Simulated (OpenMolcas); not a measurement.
# W³⁺ among point charges: CASSCF and CASPT2 levels and susceptibility, part 2 of 2

How does a field of 3 point charges split the states of W³⁺, and what χT follows?

OpenMolcas 26.06; ANO-RCC-VDZP, DKH2, active space 3 electrons in 5 orbitals (5d), orbitals: per spin and parity. Surroundings: 3 point charges of -0.65 e arranged as a planar triangle (D3h), 1.88 Å from the ion. Earlier steps stand in the parts before.

**5. RASSI: spin-orbit coupling between the states**

a.inp reads:

```
&RASSI
NrOfJobIphs=2 10 40
1 2 3 4 5 6 7 8 9 10
1 2 3 4 5 6 7 8 9 10 11 12 13 14 15 16 17 18 19 20 21 22 23 24 25 26 27
28 29 30 31 32 33 34 35 36 37 38 39 40
IphNames
JOB001
JOB002
EJob
SpinOrbit
DIPRint=1.0
SOCoupling=1000.0
Subsets=2
Property=9
'ANGMOM' 1 'ANGMOM' 2 'ANGMOM' 3 'MLTPL  1' 1 'MLTPL  1' 2 'MLTPL  1' 3
'AMFI' 1 'AMFI' 2 'AMFI' 3
SOProperty=3
'ANGMOM' 1 'ANGMOM' 2 'ANGMOM' 3
```

The log of the run:

```text
SPIN-FREE ENERGIES:
  (Shifted by EMIN (a.u.) =     -16127.3348774734)

 SF State       Relative EMIN(au)   Rel lowest level(eV)    D:o, cm**(-1)      L_eff

     1             0.0000000000        0.0000000000              0.0000         2.3
     2             0.0044089997        0.1199749945            967.6636         3.0
     3             0.0044946422        0.1223054461            986.4599         3.0
     4             0.0117591214        0.3199819956           2580.8288         2.9
     5             0.0117591274        0.3199821566           2580.8301         2.9
     6             0.0153355796        0.4173023798           3365.7707         2.8
     7             0.0153355804        0.4173024027           3365.7709         2.8
    11             0.0512491177        1.3945595373          11247.8812         3.6
    12             0.0512491177        1.3945595373          11247.8812         3.6
    13             0.0542630528        1.4765728874          11909.3635         4.8
    14             0.0563112606        1.5323074625          12358.8932         3.7
    15             0.0563112606        1.5323074625          12358.8932         3.7
     8             0.0594970099        1.6189961177          13058.0843         2.0
    16             0.0606574348        1.6505728882          13312.7682         4.3
    17             0.0606574356        1.6505729095          13312.7683         4.3
    18             0.0608018822        1.6545035000          13344.4707         3.9
    19             0.0613986670        1.6707428425          13475.4498         3.9
    20             0.0614478351        1.6720807752          13486.2410         3.9
    21             0.0660772872        1.7980545853          14502.2883         4.5
    22             0.0660772915        1.7980547021          14502.2892         4.5
    23             0.0677826638        1.8444602464          14876.5752         4.1
    24             0.0677826638        1.8444602464          14876.5752         4.1
    25             0.0677865830        1.8445668911          14877.4353         2.9
    26             0.0677865830        1.8445668911          14877.4353         2.9
    27             0.0813887113        2.2146996604          17862.7574         1.0
    28             0.0821205862        2.2346149885          18023.3854         4.8
    29             0.0823953060        2.2420904953          18083.6794         4.8
    30             0.0829539745        2.2572926408          18206.2930         3.0
    31             0.0829539770        2.2572927077          18206.2935         3.0
     9             0.0869400937        2.3657604695          19081.1450         1.3
    10             0.0869400948        2.3657605007          19081.1453         1.3
    32             0.0956128349        2.6017577810          20984.5917         2.0
    33             0.1040828689        2.8322391481          22843.5493         4.8
    34             0.1040828689        2.8322391481          22843.5493         4.8
    35             0.1074156263        2.9229280960          23575.0050         2.1
    36             0.1074156268        2.9229281111          23575.0051         2.1
    37             0.1185014894        3.2245897984          26008.0707         5.0
    38             0.1185014894        3.2245897984          26008.0707         5.0
    39             0.1362214719        3.7067750877          29897.1573         3.1
    40             0.1384807685        3.7682536788          30393.0156         2.9
Eigenvalues of complex Hamiltonian:
   -----------------------------------
  (Shifted by EMIN (a.u.) =     -16127.3348774734)

 SO State       Relative EMIN(au)   Rel lowest level(eV)    D:o, cm**(-1)     J-value

     1            -0.0316105707        0.0000000000              0.0000         0.9
     2            -0.0316105707        0.0000000000              0.0000         0.9
     3            -0.0240976992        0.2044356487           1648.8847         1.4
     4            -0.0240976992        0.2044356487           1648.8847         1.4
     5            -0.0150099241        0.4517266066           3643.4208         1.9
     6            -0.0150099241        0.4517266066           3643.4208         1.9
     7            -0.0126780424        0.5151803394           4155.2097         1.3
     8            -0.0126780424        0.5151803394           4155.2097         1.3
     9            -0.0085374005        0.6278529464           5063.9755         2.3
    10            -0.0085374005        0.6278529464           5063.9755         2.3
    11             0.0013950441        0.8981285316           7243.8951         2.8
    12             0.0013950441        0.8981285316           7243.8951         2.8
    13             0.0035892106        0.9578348448           7725.4590         1.6
    14             0.0035892106        0.9578348448           7725.4590         1.6
    15             0.0056778721        1.0146702200           8183.8672         3.1
    16             0.0056778721        1.0146702200           8183.8672         3.1
    17             0.0075572080        1.0658095562           8596.3338         2.6
    18             0.0075572080        1.0658095562           8596.3338         2.6
    19             0.0144678339        1.2538572646          10113.0409         3.8
    20             0.0144678339        1.2538572646          10113.0409         3.8
    21             0.0178819995        1.3467614437          10862.3636         1.6
    22             0.0178819995        1.3467614437          10862.3636         1.6
    23             0.0182922325        1.3579244517          10952.3993         3.9
    24             0.0182922325        1.3579244517          10952.3993         3.9
    25             0.0212476581        1.4383456814          11601.0403         2.9
    26             0.0212476581        1.4383456814          11601.0403         2.9
    27             0.0217849991        1.4529674750          11718.9730         3.6
    28             0.0217849991        1.4529674750          11718.9730         3.6
    29             0.0362501974        1.8465855733          14893.7171         3.7
    30             0.0362501974        1.8465855733          14893.7171         3.7
    31             0.0376030773        1.8833993095          15190.6399         1.9
    32             0.0376030773        1.8833993095          15190.6399         1.9
    33             0.0432380910        2.0367358430          16427.3824         3.5
    34             0.0432380910        2.0367358430          16427.3824         3.5
    35             0.0469663933        2.1381881168          17245.6502         3.3
    36             0.0469663933        2.1381881168          17245.6502         3.3
    37             0.0474222587        2.1505928472          17345.7011         3.3
    38             0.0474222587        2.1505928472          17345.7011         3.3
    39             0.0488412542        2.1892056818          17657.1346         3.3
    40             0.0488412542        2.1892056818          17657.1346         3.3
    41             0.0489295743        2.1916089941          17676.5186         2.4
Weights of the five most important spin-orbit-free states for each spin-orbit state.

 SO State  Total energy (au)           Spin-free states, spin, and weights
 -------------------------------------------------------------------------------------------------------
    1        -0.031611       2 1.5  0.2976    3 1.5  0.2964    4 1.5  0.0809    5 1.5  0.0809    1 1.5  0.0528
    2        -0.031611       2 1.5  0.2976    3 1.5  0.2964    4 1.5  0.0809    5 1.5  0.0809    1 1.5  0.0528
    3        -0.024098       1 1.5  0.3016    6 1.5  0.1665    7 1.5  0.1665    4 1.5  0.1328    5 1.5  0.1328
    4        -0.024098       1 1.5  0.3016    6 1.5  0.1665    7 1.5  0.1665    4 1.5  0.1328    5 1.5  0.1328
    5        -0.015010       1 1.5  0.4961    2 1.5  0.1198    3 1.5  0.1193    7 1.5  0.0777    6 1.5  0.0777
    6        -0.015010       1 1.5  0.4961    2 1.5  0.1198    3 1.5  0.1193    7 1.5  0.0777    6 1.5  0.0777
    7        -0.012678       2 1.5  0.3653    3 1.5  0.3619    5 1.5  0.0983    4 1.5  0.0983    6 1.5  0.0174
    8        -0.012678       2 1.5  0.3653    3 1.5  0.3619    5 1.5  0.0983    4 1.5  0.0983    6 1.5  0.0174
    9        -0.008537       1 1.5  0.2593    4 1.5  0.2514    5 1.5  0.2514    7 1.5  0.1015    6 1.5  0.1015
   10        -0.008537       1 1.5  0.2593    4 1.5  0.2514    5 1.5  0.2514    7 1.5  0.1015    6 1.5  0.1015
   11         0.001395       4 1.5  0.2582    5 1.5  0.2582    1 1.5  0.2503    6 1.5  0.0394    7 1.5  0.0394
   12         0.001395       4 1.5  0.2582    5 1.5  0.2582    1 1.5  0.2503    6 1.5  0.0394    7 1.5  0.0394
```

These steps took 20 s in all on 1 thread of Intel Xeon Platinum 8488C (Sapphire Rapids), shared host.

Spin-free states, with their symmetry labels:

```csv
state,degeneracy,E (cm-1),free-ion L (%)
4A2,1,0,F (56)
4A1,1,968,F (100)
4A2,1,986,F (100)
4E,2,2581,F (100)
4E,2,3366,F (90)
2E,2,11248,H (34)
2A2,1,11909,H (91)
2E,2,12359,G (51)
4A2,1,13058,P (56)
2E,2,13313,H (52)
2A1,1,13344,G (95)
2A2,1,13475,G (90)
2A1,1,13486,G (90)
2E,2,14502,H (61)
2E,2,14877,G (89)
2E,2,14877,G (42)
2A2,1,17863,P (99)
2A1,1,18023,H (94)
2A2,1,18084,H (94)
2E,2,18206,D (68)
4E,2,19081,P (90)
2A1,1,20985,D (99)
2E,2,22844,H (89)
2E,2,23575,D (41)
```

With spin-orbit coupling:

```tsv
E (cm-1)	Degeneracy	Label	2S+1	g
0.0	2	E3/2	4	0.00 0.00 1.20
1649	2	E1/2	4	0.40 0.40 0.53
3643	2	E3/2	4	0.00 0.00 3.97
4155	2	E1/2	4	0.01 0.01 4.57
5064	2	E1/2	4	0.31 2.95 2.95
7244	2	E3/2	4	0.00 0.00 3.05
7725	2	E1/2	4	0.01 0.01 8.13
8184	2	E1/2	4	2.49 2.49 2.74
8596	2	E1/2	4	0.02 0.02 6.07
10113	2	E1/2	4	0.36 3.34 3.34
10862	2	E3/2	4	0.00 0.00 11.70
10952	2	E3/2	4	0.00 0.00 3.51
11601	2	E1/2	4	0.15 0.15 9.37
11719	2	E1/2	4	0.16 0.16 6.85
14894	2	E1/2	2	1.25 3.86 3.86
15191	2	E3/2	2	0.00 0.00 4.05
16427	2	E3/2	2	0.00 0.00 3.93
17246	2	E1/2	2	0.56 0.56 0.83
17346	2	E3/2	2	0.00 0.00 2.64
17657	2	E1/2	2	0.04 0.04 4.69
17677	2	E1/2	2	1.44 1.44 1.45
18390	2	E1/2	2	0.32 0.32 1.85
19075	2	E1/2	2	0.05 0.05 6.30
19390	2	E1/2	2	0.01 0.01 5.37
```

The table of states holds 24 of 33 computed; the rest, higher up, is left out. Labels of spin-orbit levels are those of the rotation subgroup (D3 for D3h). Principal g values are given for doublets only; a zero marks a field direction without first-order Zeeman splitting.

Powder χT (cm³ K/mol): 0.05 at 2 K, 0.05 at 5 K, 0.05 at 10 K, 0.05 at 20 K, 0.05 at 50 K, 0.06 at 100 K, 0.07 at 150 K, 0.07 at 200 K, 0.08 at 250 K, 0.09 at 300 K.

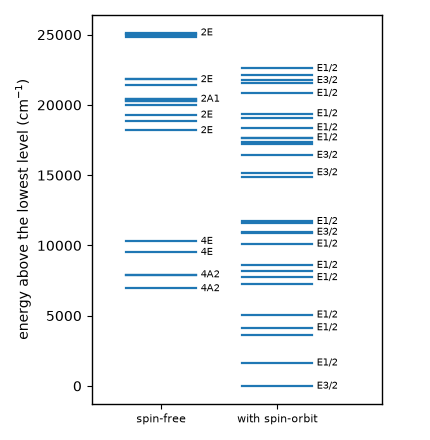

The states in the field without (left) and with (right) spin-orbit coupling.

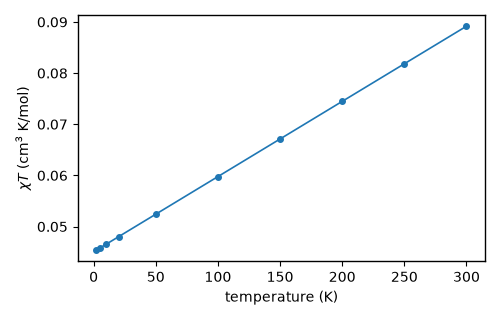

χT against temperature.

**6. CASPT2: IPEA 0.25, imaginary shift 0.1 (closed shells correlated: 4f 5s 5p)**

a.inp reads:

```
>>> COPY JOB001 $Project.JobIph
&CASPT2
Multistate=10 1 2 3 4 5 6 7 8 9 10
NoMult
Frozen=23
IPEA=0.25
Imaginary=0.1
MaxIter=60
WThr=0.0 0.3 0.05
PrWF=0.5
NoMix
>>> COPY JOB002 $Project.JobIph
&CASPT2
Multistate=40 1 2 3 4 5 6 7 8 9 10 11 12 13 14 15 16 17 18 19 20 21 22
23 24 25 26 27 28 29 30 31 32 33 34 35 36 37 38 39 40
NoMult
Frozen=23
IPEA=0.25
Imaginary=0.1
MaxIter=60
WThr=0.0 0.3 0.05
PrWF=0.5
NoMix
```

The log of the run:

```text
Orbital specifications:
      -----------------------

      Symmetry species                           1
                                                 a
      Frozen orbitals                           23
      Inactive orbitals                         11
      Active orbitals                            5
      Secondary orbitals                        29
      Deleted orbitals                           0
      Number of basis functions                 68
Type of calculation                        SS-CASPT2
      Fock operator                              state-specific
      IPEA shift                                 0.25
      Real shift                                 0.00
      Imaginary shift                            0.10
      The input orbitals will be transformed to quasi-canonical
Reference energy:      -16127.3348774734
      E2 (Non-variational):      -0.7773739824
      Shift correction:          -0.0001312771
      E2 (Variational):          -0.7775052595
      Total energy:          -16128.1123827329
      Residual norm:              0.0000002964
      Reference weight:           0.92264
      Contributions to the CASPT2 correlation energy
      Active & Virtual Only:         -0.0098697156
      One Inactive Excited:          -0.1118151266
      Two Inactive Excited:          -0.6556891402
Reference energy:      -16127.3304684736
      E2 (Non-variational):      -0.7758710304
      Shift correction:          -0.0001272238
      E2 (Variational):          -0.7759982542
      Total energy:          -16128.1064667278
      Residual norm:              0.0000006028
      Reference weight:           0.92289
      Contributions to the CASPT2 correlation energy
      Active & Virtual Only:         -0.0087102211
      One Inactive Excited:          -0.1126084494
      Two Inactive Excited:          -0.6545523599
::    CASPT2 Root  1     Total energy: -16128.11238273
::    CASPT2 Root  2     Total energy: -16128.10646673
::    CASPT2 Root  3     Total energy: -16128.10641064
::    CASPT2 Root  4     Total energy: -16128.09664316
::    CASPT2 Root  5     Total energy: -16128.09720441
::    CASPT2 Root  6     Total energy: -16128.09625625
::    CASPT2 Root  7     Total energy: -16128.09625667
::    CASPT2 Root  8     Total energy: -16128.05405501
::    CASPT2 Root  9     Total energy: -16128.02839394
::    CASPT2 Root 10     Total energy: -16128.02839332
Orbital specifications:
      -----------------------

      Symmetry species                           1
                                                 a
      Frozen orbitals                           23
      Inactive orbitals                         11
      Active orbitals                            5
      Secondary orbitals                        29
      Deleted orbitals                           0
      Number of basis functions                 68
Type of calculation                        SS-CASPT2
      Fock operator                              state-specific
      IPEA shift                                 0.25
      Real shift                                 0.00
      Imaginary shift                            0.10
      The input orbitals will be transformed to quasi-canonical
Reference energy:      -16127.2836283556
      E2 (Non-variational):      -0.7771430962
      Shift correction:          -0.0001417604
      E2 (Variational):          -0.7772848566
      Total energy:          -16128.0609132123
      Residual norm:              0.0000001495
      Reference weight:           0.92201
      Contributions to the CASPT2 correlation energy
      Active & Virtual Only:         -0.0124136729
      One Inactive Excited:          -0.1090305601
      Two Inactive Excited:          -0.6556988632
Reference energy:      -16127.2836283555
      E2 (Non-variational):      -0.7771426986
      Shift correction:          -0.0001417661
      E2 (Variational):          -0.7772844648
      Total energy:          -16128.0609128203
      Residual norm:              0.0000001490
      Reference weight:           0.92201
      Contributions to the CASPT2 correlation energy
      Active & Virtual Only:         -0.0124137891
      One Inactive Excited:          -0.1090301243
      Two Inactive Excited:          -0.6556987852
::    CASPT2 Root  1     Total energy: -16128.06091321
::    CASPT2 Root  2     Total energy: -16128.06091282
::    CASPT2 Root  3     Total energy: -16128.05890083
::    CASPT2 Root  4     Total energy: -16128.05961837
::    CASPT2 Root  5     Total energy: -16128.05972522
::    CASPT2 Root  6     Total energy: -16128.05446745
::    CASPT2 Root  7     Total energy: -16128.05446671
::    CASPT2 Root  8     Total energy: -16128.05636266
::    CASPT2 Root  9     Total energy: -16128.05349673
::    CASPT2 Root 10     Total energy: -16128.05350039
::    CASPT2 Root 11     Total energy: -16128.04837851
::    CASPT2 Root 12     Total energy: -16128.04817827
::    CASPT2 Root 13     Total energy: -16128.04546701
::    CASPT2 Root 14     Total energy: -16128.04546729
::    CASPT2 Root 15     Total energy: -16128.05333830
::    CASPT2 Root 16     Total energy: -16128.05334138
::    CASPT2 Root 17     Total energy: -16128.04312751
::    CASPT2 Root 18     Total energy: -16128.03142502
::    CASPT2 Root 19     Total energy: -16128.03122660
::    CASPT2 Root 20     Total energy: -16128.03609645
::    CASPT2 Root 21     Total energy: -16128.03602661
::    CASPT2 Root 22     Total energy: -16128.02564737
::    CASPT2 Root 23     Total energy: -16128.00863233
::    CASPT2 Root 24     Total energy: -16128.00862570
::    CASPT2 Root 25     Total energy: -16128.01786752
::    CASPT2 Root 26     Total energy: -16128.01786640
::    CASPT2 Root 27     Total energy: -16127.99423737
::    CASPT2 Root 28     Total energy: -16127.99423681
::    CASPT2 Root 29     Total energy: -16127.98491587
::    CASPT2 Root 30     Total energy: -16127.98530845
```

This run: 22 s of run time, 1 thread of Intel Xeon Platinum 8488C (Sapphire Rapids), shared host.

SS-CASPT2: lowest energy less the reference's lowest, -0.7775 hartree; reference weights 0.901 to 0.924.

Spin-free states, with their symmetry labels:

```csv
state,degeneracy,E (cm-1),free-ion L (%)
4A2,1,0,F (56)
4A1,1,1298,F (100)
4A2,1,1311,F (100)
4E,2,3393,F (100)
4E,2,3539,F (90)
2E,2,11296,H (34)
2E,2,11569,G (51)
2A2,1,11738,H (91)
2A1,1,12295,G (95)
2E,2,12711,H (52)
4A2,1,12801,P (56)
2A1,1,12923,G (90)
2A2,1,12924,G (90)
2E,2,12958,G (42)
2E,2,14069,H (61)
2E,2,14686,G (89)
2A2,1,15200,P (99)
2E,2,16751,D (68)
2A1,1,17768,H (94)
2A2,1,17812,H (94)
4E,2,18433,P (90)
2A1,1,19036,D (99)
2E,2,20744,D (41)
2E,2,22771,H (89)
```

With spin-orbit coupling:

| E (cm-1) | Degeneracy | Label | 2S+1 | g |
| --- | --- | --- | --- | --- |
| 0 | 2 | E3/2 | 4 | 0.00 0.00 1.32 |
| 1600 | 2 | E1/2 | 4 | 0.24 0.24 0.80 |
| 3540 | 2 | E3/2 | 4 | 0.00 0.00 3.96 |
| 4340 | 2 | E1/2 | 4 | 0.01 0.01 4.53 |
| 5300 | 2 | E1/2 | 4 | 0.15 2.78 2.78 |
| 7440 | 2 | E3/2 | 4 | 0.00 0.00 3.08 |
| 7910 | 2 | E1/2 | 4 | 0.00 0.00 8.07 |
| 7940 | 2 | E1/2 | 4 | 2.08 2.08 2.72 |
| 8790 | 2 | E1/2 | 4 | 0.01 0.01 6.21 |
| 9910 | 2 | E1/2 | 4 | 0.24 3.00 3.00 |
| 10810 | 2 | E3/2 | 4 | 0.00 0.00 3.38 |
| 10960 | 2 | E3/2 | 4 | 0.00 0.00 11.69 |
| 11600 | 2 | E1/2 | 4 | 0.04 0.04 6.65 |
| 11950 | 2 | E1/2 | 4 | 0.05 0.05 9.36 |
| 14270 | 2 | E1/2 | 2 | 1.27 3.65 3.65 |
| 14280 | 2 | E3/2 | 2 | 0.00 0.00 4.21 |
| 15740 | 2 | E3/2 | 2 | 0.00 0.00 3.49 |
| 15980 | 2 | E1/2 | 2 | 1.82 2.27 2.27 |
| 16690 | 2 | E1/2 | 2 | 0.44 0.44 0.78 |
| 16730 | 2 | E3/2 | 2 | 0.00 0.00 2.65 |
| 17130 | 2 | E1/2 | 2 | 0.22 0.22 1.33 |
| 17190 | 2 | E1/2 | 2 | 0.04 0.04 4.70 |
| 18640 | 2 | E1/2 | 2 | 0.02 0.02 5.28 |
| 18780 | 2 | E1/2 | 2 | 0.04 0.04 6.11 |

Powder χT (cm³ K/mol): 0.06 at 2 K, 0.06 at 5 K, 0.06 at 10 K, 0.06 at 20 K, 0.06 at 50 K, 0.07 at 100 K, 0.08 at 150 K, 0.08 at 200 K, 0.09 at 250 K, 0.10 at 300 K.

**7. The methods side by side**

A. CASSCF
B. SS-CASPT2, IPEA 0.25, imaginary shift 0.1 (closed shells correlated: 4f 5s 5p)

```csv
method,ground state,first state of that spin (cm-1),first gap with spin-orbit (cm-1),χT at 300 K
A,4A2,4A1 967.7,1648.9,0.09
B,4A2,4A1 1298,1595.1,0.10
```

**8. Results**

The summary covers parts 1 to 2.

| quantity | value |
| --- | --- |
| method | SS-CASPT2, IPEA 0.25, imaginary shift 0.1 (closed shells correlated: 4f 5s 5p) |
| spin-free ground state | 4A2, 1-fold in its orbital part |
| first state of the same spin within the active space | 4A1 at 1300 cm⁻¹ |
| lowest level | 2-fold E3/2, g = 0.00, 0.00, 1.32 |
| next level | 1595.1 cm⁻¹ |
| χT at 300 K | 0.10 cm³ K/mol |
| effective moment at 300 K | 0.89 μB |

Cost by method:

```csv
method,time of its own steps,time with the reference
A. CASSCF,20 s,20 s
"B. SS-CASPT2, IPEA 0.25, imaginary shift 0.1, +4f 5s 5p",22 s,42 s
```

Times are of one thread on a shared host.

What this shows: The spin-free ground state (4A2) comes to 56 % from free-ion F terms and keeps the highest spin of the shell. χT at 300 K is 0.10, against 1.88 cm³ K/mol for the spin alone, so spin-orbit coupling lowers it. CASPT2 does not keep the components of a term degenerate, and the means are used. The field of point charges can differ much from that of real complexes. Point charges carry no covalency, so the field is a model and not that of real ligands.
